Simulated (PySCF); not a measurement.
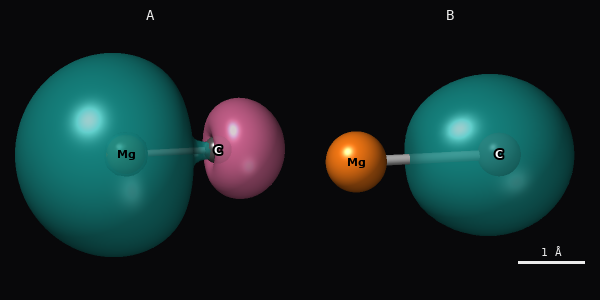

Figure. MgC (charge −1, quartet). Two frontier β-spin orbitals, each drawn at the value that holds 80 % of its norm (teal and pink are the two phases), in no order; of a degenerate pair one member is drawn.

Level of theory: PBE0/aug-pcseg-1, non-relativistic, at a bond length of 2.257 Å in PySCF.

Question: Label each orbital by symmetry, say whether it is occupied, and order them by energy.

Answer: Orbital B: σ, occupied in this spin, −6.68 eV; mainly on C (90 %).
Orbital A: σ, occupied in this spin, −0.39 eV; mainly on Mg (85 %).
